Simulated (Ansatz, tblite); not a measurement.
## Loss of C2H4: C4H7F → C2H3F + C2H4

Species: C4H7F `FC1CCC1`, singlet; C2H3F `C=CF`, singlet; C2H4 (ethylene) `C=C`, singlet. This is a balance of energies; it says nothing on the path, which may need atoms to shift.

Shapes, held fixed at every level: PBE0-D4/def2-TZVP. Programs: Ansatz 0.2.0, tblite 0.8.0. The zero-point and thermal change to 298 K, harmonic and unscaled (PBE0-D4/def2-TZVP), is -15.0 kJ/mol.

| level | kind | ΔH(298 K) (kJ/mol) | less CCSD(T)/CBS estimate |
| --- | --- | --- | --- |
| GFN2-xTB | semi-empirical | +191.0 | +97.6 |
| PBE-D4/def2-TZVPP | GGA | +103.1 | +9.7 |
| r2SCAN-D4/def2-TZVPP | meta-GGA | +101.0 | +7.6 |
| B3LYP-D4/def2-TZVPP | global hybrid | +74.5 | -18.9 |
| wB97X-V/def2-TZVPP | range-separated hybrid | +118.5 | +25.1 |
| B2PLYP/def2-TZVPP | double hybrid | +77.4 | -16.0 |
| CCSD(T)/def2-SVP | coupled cluster or CI | +101.6 | +8.2 |
| CCSD(T)/def2-TZVPP | coupled cluster or CI | +93.6 | +0.2 |
| CCSD(T)/CBS estimate | coupled cluster or CI | +93.4 | 0.0 |

The highest level, CCSD(T)/CBS estimate, gives ΔH(298 K) = +93.4 kJ/mol; the levels span +74.5 to +191.0. GFN2-xTB strays far from the other rows. The column of differences is taken from that level and isn't an error. No measured value is set beside it here. The CBS estimate extrapolates MP2 from def2-TZVPP and def2-QZVPP and adds CCSD(T) − MP2 in the triple-zeta set, cores frozen.

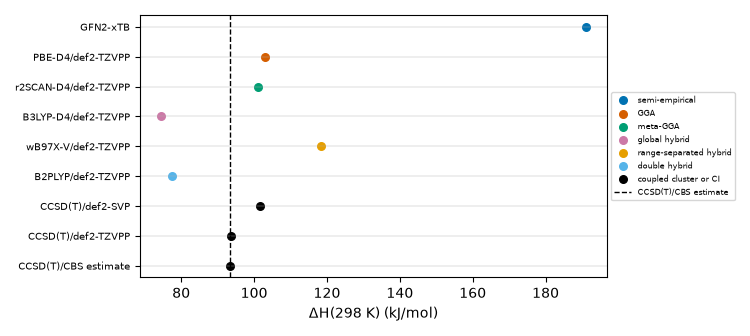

The values of the table, level by level.
